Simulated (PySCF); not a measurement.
# Excited-state calculation, with input and output: Si5H12O

Si5H12O, computed with TDDFT PBE/def2-SVPD, vertical, gas phase, core orbitals frozen in the response (PySCF 2.14.0).

The geometry comes from this level: PBE0-D3(BJ)/def2-SVP.

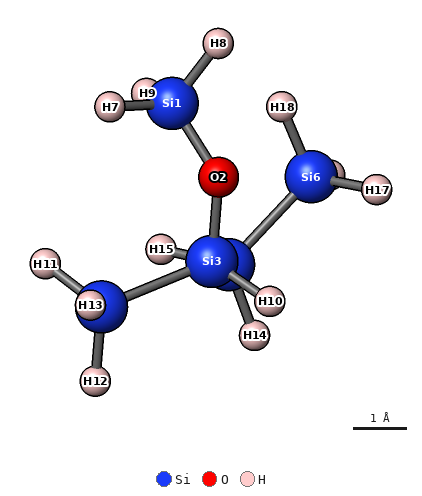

**Figure 1.** The input geometry (ball-and-stick view, seen at a tilt; atoms are numbered from 1 in the order of the input). Bond lengths as drawn: H–Si 1.49 to 1.50 Å, O–Si 1.66 to 1.67 Å and Si–Si 2.35 Å.

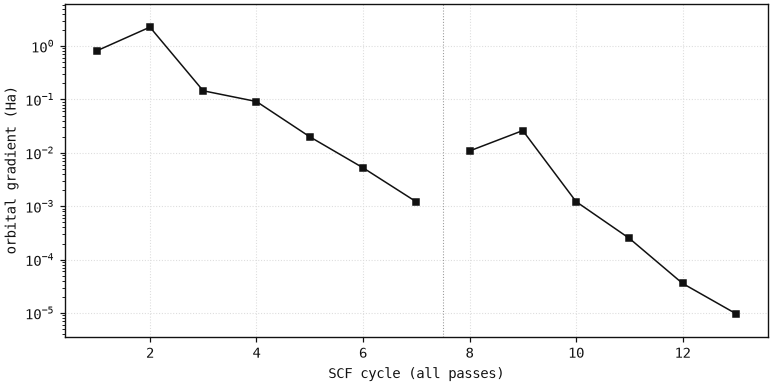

**Figure 2.** Convergence of the self-consistent field: orbital gradient against the SCF cycle. The dotted line marks the change from a coarse to the final integration grid. The first 7 cycles use a coarse grid, the final grid takes over at cycle 8, and the field converges after 13 cycles in all.

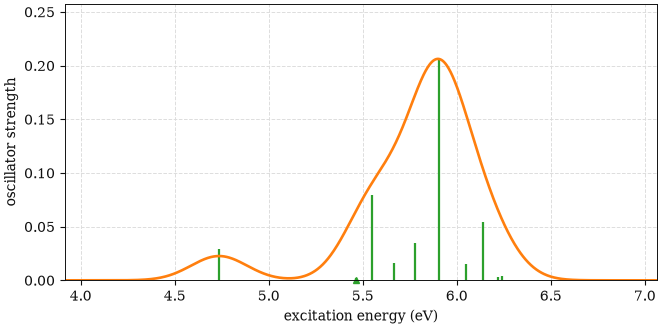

**Figure 3.** Computed excitations as sticks (degenerate states added up, dark ones marked on the axis), with a Gaussian envelope of 0.35 eV full width at half maximum, scaled to the tallest. Of the 10 states the lowest lies at 4.74 eV (f = 0.029); the strongest line is at 5.90 eV, or 210 nm (f = 0.206).

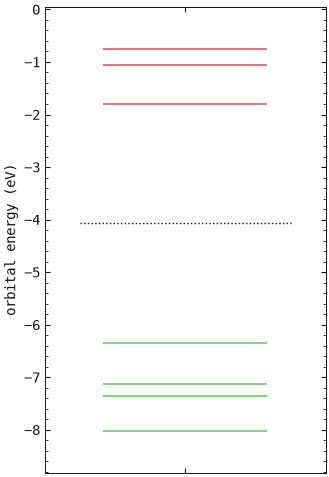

**Figure 4.** Orbital energies near the frontier; the dotted line parts filled from empty levels, and levels within 0.02 eV of each other stand side by side. Highest filled −6.35 eV, lowest empty −1.80 eV, 4.55 eV apart.

These pictures come from the run below.

## Input
```
{"job": {"kind": "uv", "xc": "PBE", "basis": "def2-SVPD", "ip": true}, "charge": 0, "multiplicity": 1}
Si    -1.293761     2.083839     0.083232
O     -0.706808     0.831627     1.004444
Si    -0.397613    -0.806127     0.840166
Si    -2.265032    -1.899534    -0.075975
Si     1.492533    -1.016338    -0.543423
Si     2.870866     0.812303    -0.035907
H     -2.768271     1.931184    -0.107018
H     -1.005508     3.362064     0.789076
H     -0.638310     2.086394    -1.261287
H     -0.079194    -1.346742     2.196448
H     -2.573881    -1.292200    -1.408854
H     -1.949816    -3.349139    -0.269953
H     -3.471966    -1.771835     0.798266
H      2.198624    -2.311426    -0.286008
H      1.096984    -0.968015    -1.987766
H      4.153868     0.770620    -0.802915
H      3.178001     0.809717     1.427097
H      2.151425     2.079510    -0.371757
```

The first line tells a small driver script what to run in PySCF; the rest is the geometry in Å.

## Log
```
coarse grid: 16648 points
cycle   1  E = -1528.2077286604  dE = -6.385e-02  |g| = 8.128e-01  |ddm| = 5.129e+00
cycle   2  E = -1527.2114616050  dE =  9.963e-01  |g| = 2.262e+00  |ddm| = 3.467e+00
cycle   3  E = -1528.3298171140  dE = -1.118e+00  |g| = 1.453e-01  |ddm| = 2.949e+00
cycle   4  E = -1528.3344646266  dE = -4.648e-03  |g| = 9.144e-02  |ddm| = 5.635e-01
cycle   5  E = -1528.3379625718  dE = -3.498e-03  |g| = 2.001e-02  |ddm| = 2.359e-01
cycle   6  E = -1528.3381117626  dE = -1.492e-04  |g| = 5.250e-03  |ddm| = 4.934e-02
cycle   7  E = -1528.3381210689  dE = -9.306e-06  |g| = 1.211e-03  |ddm| = 1.182e-02
final grid: 135304 points
cycle   8  E = -1528.5943345010  dE = -5.089e-06  |g| = 1.084e-02  |ddm| = 9.243e-02
cycle   9  E = -1528.5942215396  dE =  1.130e-04  |g| = 2.614e-02  |ddm| = 4.028e-02
cycle  10  E = -1528.5943570386  dE = -1.355e-04  |g| = 1.221e-03  |ddm| = 3.036e-02
cycle  11  E = -1528.5943575782  dE = -5.397e-07  |g| = 2.504e-04  |ddm| = 3.056e-03
cycle  12  E = -1528.5943576029  dE = -2.464e-08  |g| = 3.582e-05  |ddm| = 6.195e-04
cycle  13  E = -1528.5943576034  dE = -5.025e-10  |g| = 9.735e-06  |ddm| = 9.712e-05
converged SCF energy = -1528.5943576034

Static polarisability (au): isotropic 158.943, principal 128.890 150.841 197.098

Singlet excitations
state   eV       nm        f      main configurations
  1   4.7359    261.8   0.02906   H->L 0.97
  2   5.4649    226.9   0.00235   H-1->L 0.97
  3   5.5485    223.5   0.07938   H->L+1 0.68, H-2->L 0.23
  4   5.6644    218.9   0.01643   H->L+2 0.46, H-2->L 0.46
  5   5.7756    214.7   0.03459   H->L+3 0.74, H->L+2 0.13
  6   5.9032    210.0   0.20625   H->L+2 0.30, H->L+3 0.21, H-2->L 0.19
  7   6.0496    204.9   0.01538   H->L+4 0.85, H->L+5 0.10
  8   6.1389    202.0   0.05437   H->L+5 0.82
  9   6.2182    199.4   0.00329   H->L+6 0.70, H-1->L+1 0.21
 10   6.2424    198.6   0.00382   H-1->L+1 0.63, H->L+6 0.19

Triplet excitations (Tamm-Dancoff, eV): 4.3104 5.0220 5.1126 5.3718
Vertical ionisation energy (delta-SCF) = 8.6435 eV
Vertical electron affinity (delta-SCF) = -0.1114 eV
```

## Results in brief

| quantity | value |
| --- | --- |
| outcome | converged |
| total energy | −1528.594358 hartree |
| HOMO | −6.35 eV |
| LUMO | −1.80 eV |
| dipole moment | 0.30 D |
| mean polarisability | 158.94 a.u. |
| vertical ionisation energy | 8.64 eV |
| vertical electron affinity | −0.11 eV |
| lowest singlet excitation | 4.74 eV |
| hardware | 1 CPU thread, shared host |
| wall time | 4.8 min |
| peak memory | 0.94 GiB |
